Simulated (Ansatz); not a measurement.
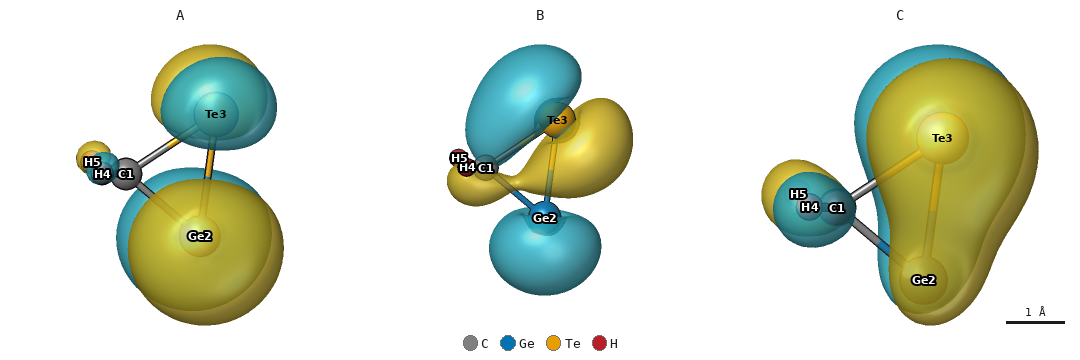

CH$_{2}$GeTe. Three frontier orbitals at ±0.08 Å⁻³ᐟ² (yellow and cyan are the two phases), in no order.

Geometry: PBE0-D3(BJ)/def2-SVP; core potentials replace the inner electrons of Te.

These are results of Ansatz 0.2.0, isolated molecule in a Gaussian basis; Kohn-Sham density functional theory, functional PBE0, not measurements.

```xyz
5

C    -0.5245   -1.2550    1.4695
Ge    1.3484   -0.5821    1.6335
Te   -0.0826   -0.1840   -0.4005
H    -1.3212   -0.7768    2.0523
H    -0.6997   -2.3262    1.3119
```

Question: Order the three orbitals by energy and name them.

Answer: B is the HOMO−1 (−6.90 eV). It lies mainly on Te3 (about 55 %), Ge2 (about 35 %) and C1 (about 10 %). C is the HOMO (−6.50 eV). By Hirshfeld shares it lies mainly on Te3 (about 75 %) and Ge2 (about 15 %). A is the LUMO (−2.63 eV). Its weight (Hirshfeld) is mainly on Ge2 (about 75 %) and Te3 (about 20 %).

Question: What is the HOMO–LUMO gap?

Answer: 3.87 eV between the orbital energies.
